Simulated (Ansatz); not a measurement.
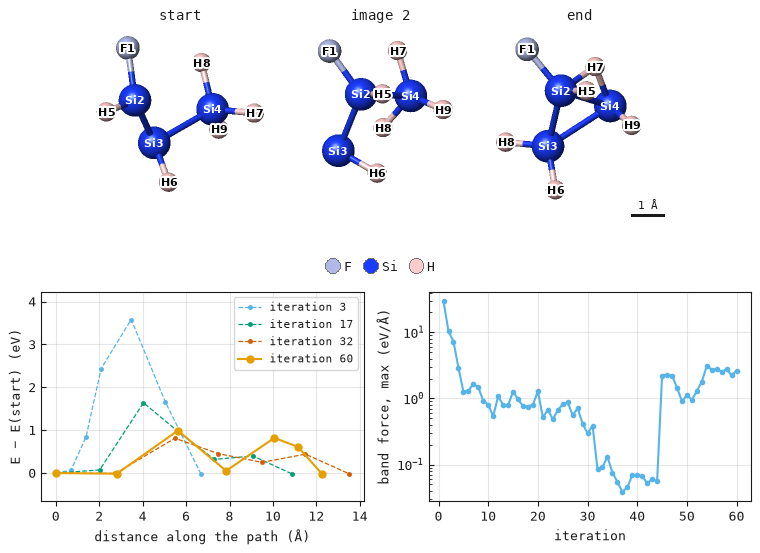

NEB run on Si₃H₅F. Images are numbered from 0 (start) to 6 (end). The plot follows the band through its iterations. A ball-and-stick model, seen from a free direction.

Method: Ansatz, RKS PBE-D4/cc-pVDZ. Set-up: 5 movable images; climbing image; force threshold 0.03 eV/Å; iteration limit 60; starting path through a guess of the saddle point.

**How did the profile develop, and is the result final?**

The result isn't final. The band hadn't converged when the run stopped after 60 iterations. The largest component of the band force went from 29 to 2.6 eV/Å. The barrier read from it is provisional, though the highest image hardly moved in the last two iterations. The first iteration put the highest image at 12.65 eV. Forward barrier 0.99 eV, backward barrier 1.00 eV, with image 2 at the top; the reaction energy is −0.01 eV. The profile has 2 maxima (images 2, 4) with a dip at image 3 (+0.05 eV), which on an unconverged band is provisional.
